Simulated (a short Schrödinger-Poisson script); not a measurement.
System: gated Al0.3Ga0.7N/GaN polarisation-induced gas, at 77 K.

| layer | material | thickness (nm) | Na (cm⁻³) |
|---|---|---|---|
| 1 | Al0.3Ga0.7N | 10 | - |
| 2 | GaN | 6000 | 1e16 |

The device is made up for the run: typed textbook-type constants, with dimensions and the other settings drawn at random. Al0.3Ga0.7N: permittivity 9.32, conduction-band edge (eV) 0.414, gap (eV) 4.021, electron mass (mₑ) 0.236, Nv at 300 K (cm⁻³) 4.6e19. GaN: permittivity 9.5, conduction-band edge (eV) 0, gap (eV) 3.43, Nv at 300 K (cm⁻³) 4.6e19.

Channel valleys (confinement mass, in-plane density-of-states mass, number): Γ 0.2, 0.2, 1. At the gate the conduction-band edge of layer 1 lies 1.23 eV − eVg above the Fermi level of the channel; the field vanishes at the back. Sheet of polarisation charge: +1.5e13 e/cm² at 10 nm from the gate. The barrier under the gate holds no holes. Gaps are held at their typed values at every temperature. Mesh 0.08 nm at interfaces.

Solved with a short Schrödinger-Poisson script written for these runs: 1D Poisson equation in equilibrium, electrons quantum, Hartree (BenDaniel-Duke, 40 states a valley, the channel's in-plane mass for all, wave functions free to enter the barrier), parabolic valleys, classical holes, full ionisation, no traps, pinning or gate leakage.

Only gate voltages with over 1e8 electrons/cm² are shown.

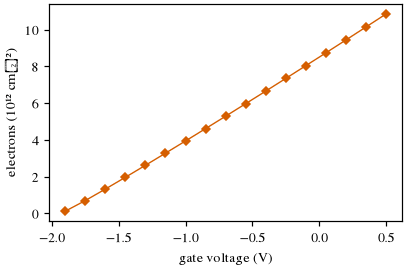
Sheet density against gate voltage

```csv
Vg (V),electrons (cm⁻²),in the channel layer,C (μF/cm²),Γ E0 (meV),Γ E1 (meV)
0.5,1.09e13,9.90e12,0.761,-122.7,-4.5
0.2,9.44e12,8.74e12,0.752,-108.4,0.0
-0.1,8.04e12,7.55e12,0.743,-93.8,5.2
-0.4,6.66e12,6.32e12,0.735,-78.7,11.7
-0.7,5.29e12,5.08e12,0.725,-63.0,19.9
-1,3.95e12,3.82e12,0.715,-47.2,29.1
-1.3,2.62e12,2.56e12,0.701,-31.3,37.9
-1.6,1.33e12,1.31e12,0.679,-15.2,46.0
-1.9,1.22e11,1.21e11,0.542,9.3,61.1
```

Subbands count from the Fermi level.
